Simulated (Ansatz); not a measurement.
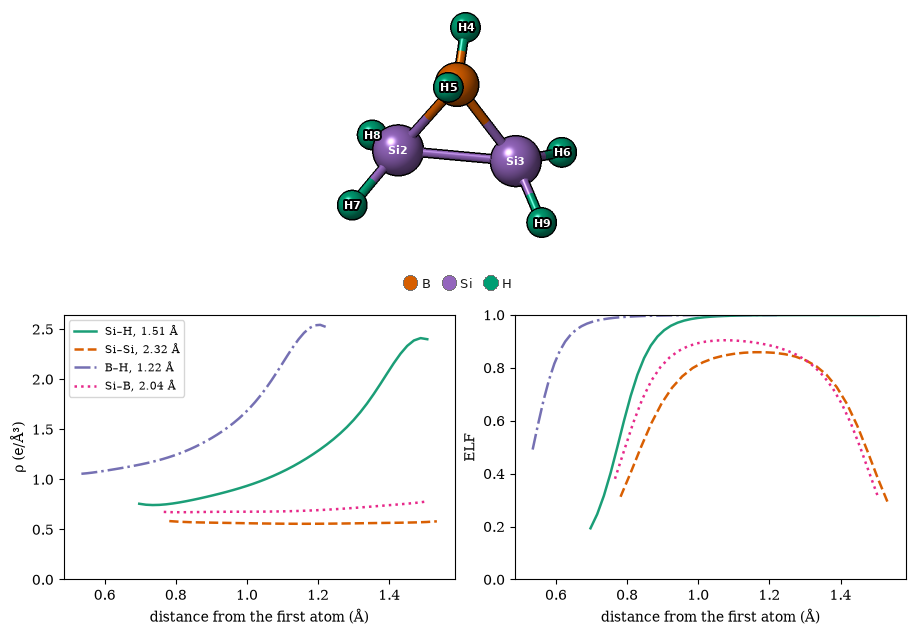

Figure 1: BH$_{6}$Si$_{2}$ (SMILES [BH2-]1[SiH2][SiH2]1) (charge −1). Total electron density and ELF along straight lines between neighbouring atoms. The curves leave out the atomic cores. The structure is drawn too.

Geometry: PBE0-D3(BJ)/def2-SVPD.

Computed with isolated molecule in a Gaussian basis; Kohn-Sham density functional theory, functional PBE0 (Ansatz 0.2.0).

The calculation's input:

```
crystal:
  periodic: [false, false, false]
  atoms:
    - {symbol: B, position_ang: [1.128369, 1.028324, -0.018536]}
    - {symbol: Si, position_ang: [-0.587815, -0.037432, -0.317856]}
    - {symbol: Si, position_ang: [-0.027645, 1.018523, 1.664992]}
    - {symbol: H, position_ang: [2.153472, 0.367547, 0.043928]}
    - {symbol: H, position_ang: [1.196087, 2.096383, -0.606657]}
    - {symbol: H, position_ang: [0.241316, 0.159810, 2.873700]}
    - {symbol: H, position_ang: [-1.783235, 0.475209, -1.078715]}
    - {symbol: H, position_ang: [-0.662171, -1.542476, -0.322904]}
    - {symbol: H, position_ang: [-0.881129, 2.175843, 2.115456]}
basis:
  gaussian:
    orbitals: def2-TZVPD
total_charge: -1
hamiltonian:
  xc: pbe0
output: {forces: true, orbitals: {seedname: orbitals}}
```

Command:

```sh
ansatz run input.yaml --threads 2 --pin off --max-ram 4350MiB --events-out events.jsonl --progress --plain --runs-dir runs
```

Question: What can be read from the curves?

Answer: Si–H (1.51 Å): the density is about 0.75 e/Å³ at the midpoint; the ELF climbs to about 1 towards the hydrogen, as it does in any bond to H.
Si–Si (2.32 Å): ρ is about 0.56 e/Å³ halfway; the ELF peaks at about 0.85 between the atoms (localised, covalent bonding).
B–H (1.22 Å): ρ is about 1.1 e/Å³ halfway; the ELF climbs to about 1 towards the hydrogen (an ordinary covalent bond to hydrogen).
Si–B (2.04 Å): ρ at the midpoint is about 0.68 e/Å³; the ELF peaks at about 0.90 between the atoms, as expected for localised, covalent bonding.
